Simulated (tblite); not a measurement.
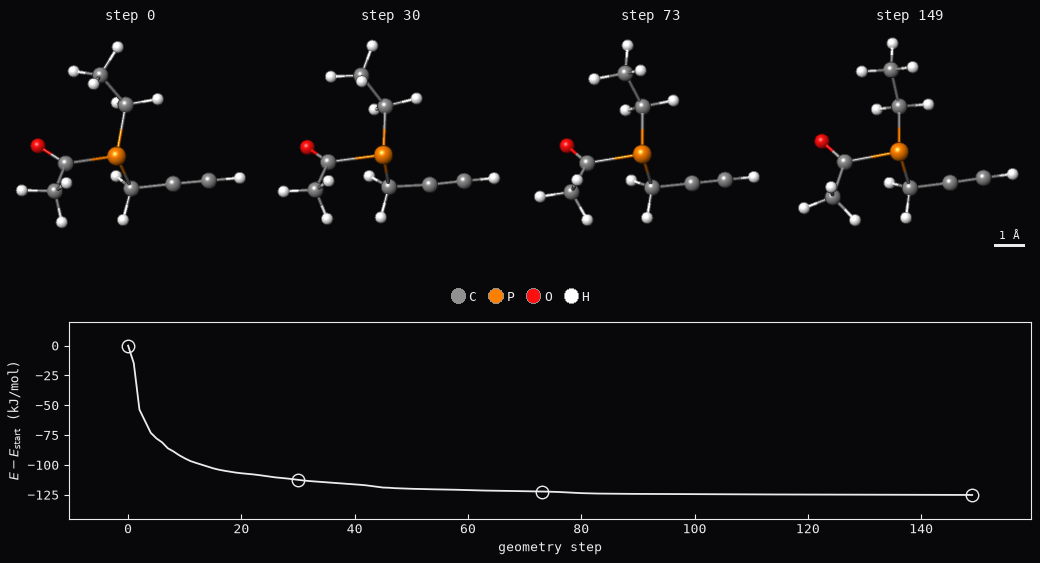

Frames of a relaxation of C$_{7}$H$_{11}$OP, marked on the history of the run. The picture is a ball-and-stick view, seen at a tilt.

The calculation used GFN2-xTB geometry optimisation, gas phase in tblite. 

> Describe the path.

The largest move after the best rigid fit is that of an H atom, 1.45 Å. Largest moves by element: H 1.45 Å, P 0.47 Å, C 0.47 Å, O 0.29 Å. Near-neighbour distances that change, for instance: C–P 1.830 → 1.877 Å, C–P 1.844 → 1.884 Å, C–C 1.231 → 1.197 Å, C–H 1.119 → 1.088 Å. Among the angles between lasting bonds that change: C–P–C 113.7° → 93.5°, C–P–C 112.2° → 98.5°, C–P–C 107.3° → 97.3°. Groups turn about C–C by about 30°, C–C by about 20°, C–P by about 20°. Over 149 geometry steps the energy falls by 125.1 kJ/mol. The run took 1.3 s on 1 thread of Arm Neoverse V1, with other jobs on the host. From step 0 to 30: the O atom moves most (0.57 Å), energy −112.5 kJ/mol. From step 30 to 73: an H atom moves most (0.73 Å), energy −9.71 kJ/mol. From step 73 to 149: an H atom moves most (0.50 Å), energy −2.88 kJ/mol.
